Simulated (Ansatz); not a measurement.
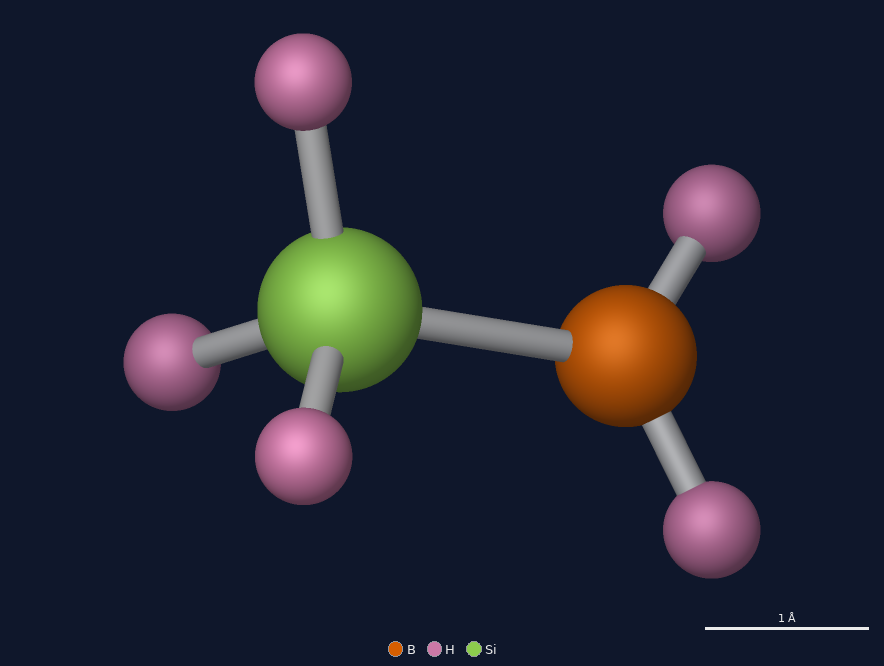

Ball-and-stick drawing of a structure. Every bond is drawn as one stick, whatever its order.

Computed geometry: PBE0-D4/def2-TZVP optimisation.

> Which formula does it have?

BH5Si, 7 atoms: 1 boron, 5 hydrogen and 1 silicon.

> How many bonds of each kind are drawn?

3 Si–H, 2 B–H, 1 B–Si. Sticks follow a distance rule.

The parts below concern this one geometry. Atoms keep their numbers from picture to picture.

### Symmetry

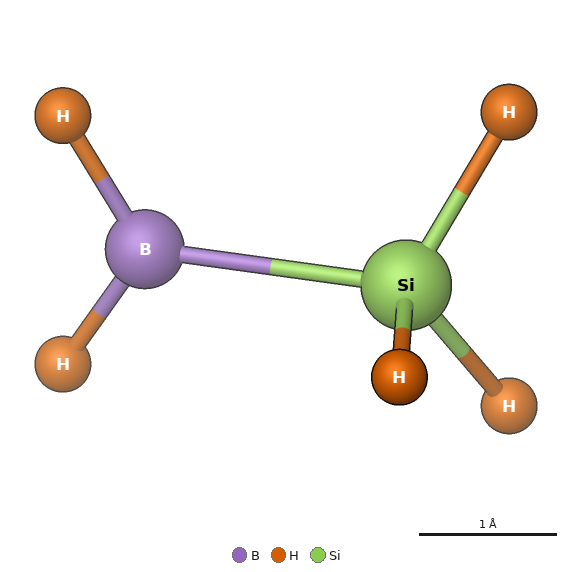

Distant atoms are faded towards the background colour. Masses are those of the most abundant isotopes; constants are for the rigid equilibrium geometry.

> Classify the rotor and give the rotational constants (GHz).

An asymmetric top (Cs): A = 63.6, B = 10.8, C = 10.3 GHz. Ray's parameter κ is −0.98, close to the prolate limit.

### Vibrations

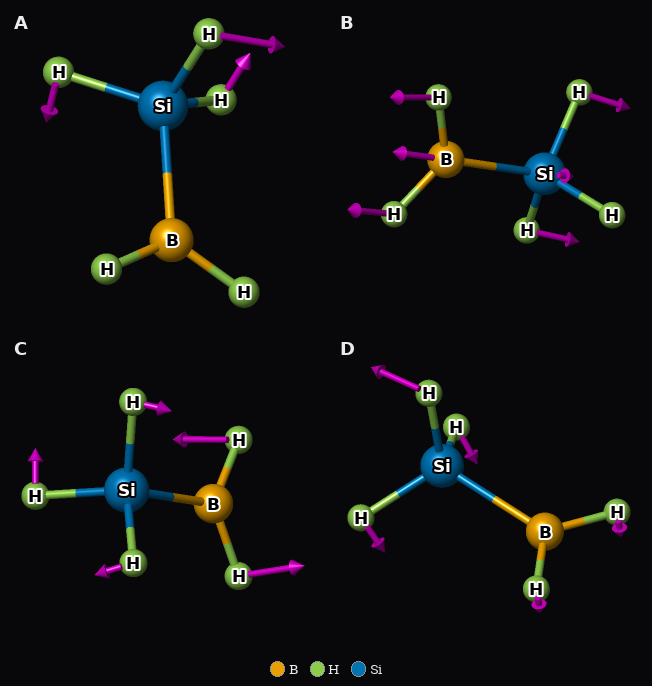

4 normal modes of one molecule or complex, as arrows. Harmonic vibrations computed with RKS PBE0-D4/def2-TZVP (Ansatz 0.2.0) at a stationary point of the same level.

> Match the panels to the wavenumbers 87 cm⁻¹, 390 cm⁻¹, 641 cm⁻¹, 921 cm⁻¹.

A: 921 cm⁻¹, H–Si–H bending
B: 641 cm⁻¹, B–Si stretching
C: 87 cm⁻¹, a torsion or out-of-plane motion in which bond lengths and bond angles hardly change
D: 390 cm⁻¹, B–Si–H bending

### Thermal motion

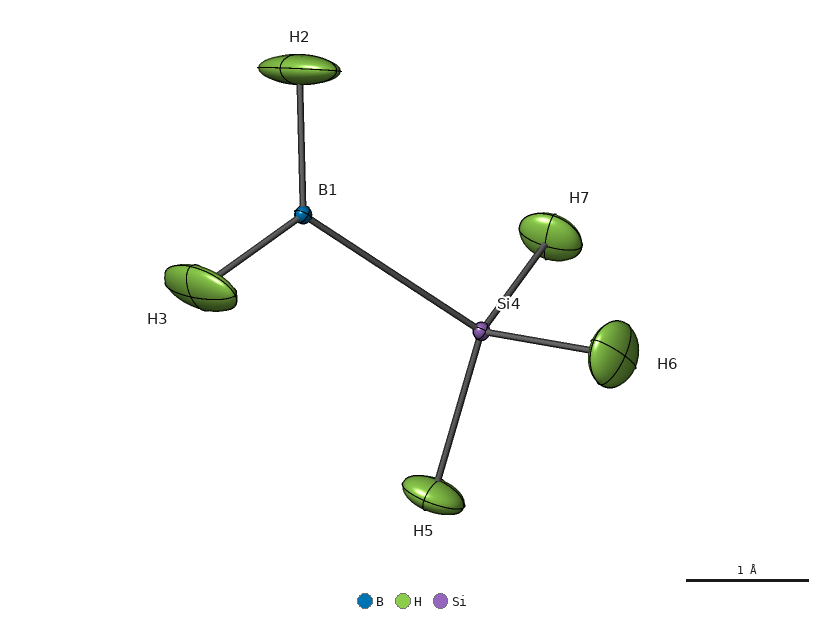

Displacement ellipsoids at the 50 % level, from the internal vibrations of the free molecule (harmonic, no overall translation or rotation; no half-axis is drawn under 0.075 Å). Vibrations computed with RKS PBE0-D4/def2-TZVP (Ansatz 0.2.0). Temperature: 0 K (zero-point motion alone).

> Which atom moves most?

H2, H3, with U_eq = 0.0352 Å².

> Does H2 move more along its bond or across it?

Across it: the root-mean-square amplitude is 0.081 Å along the bond and up to 0.281 Å across, since bending and torsion are softer than stretching.

List U_eq and the three principal root-mean-square amplitudes for each kind of atom.

| atom | U_eq (Å²) | rms amplitudes (Å) |
| --- | --- | --- |
| B1 | 0.00086 | 0.022, 0.022, 0.040 |
| H2, H3 | 0.0352 | 0.080, 0.143, 0.281 |
| Si4 | 0.00020 | 0.011, 0.012, 0.017 |
| H5, H7 | 0.0198 | 0.086, 0.143, 0.178 |
| H6 | 0.0231 | 0.086, 0.171, 0.180 |

### Dipole moment

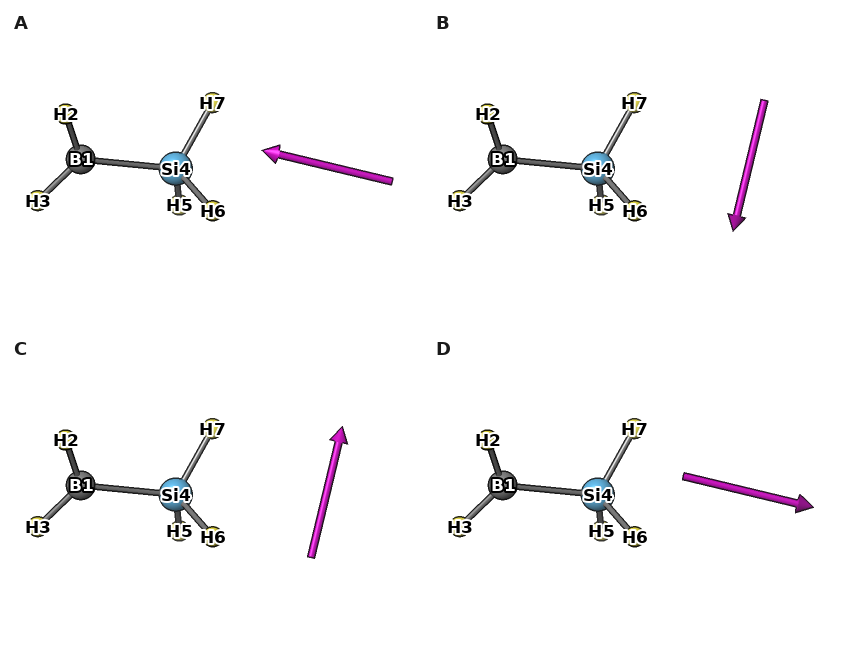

The same molecule four times, each with an arrow. Method: RKS PBE0-D4/def2-TZVP (Ansatz 0.2.0).

> Which arrow points along the dipole moment, from the negative to the positive end?

A. The dipole moment is 0.37 D; it points from the side of H6 to the side of H2, H3 (the outermost atoms at the two ends).

### Electronic properties

Level of theory: CCSD(T)/CBS estimate, frozen core: MP2 correlation extrapolated from def2-TZVPP and def2-QZVPP, CCSD(T) minus MP2 from the smaller set (Ansatz 0.2.0).

> Give the T1 diagnostic at this level.

0.012.
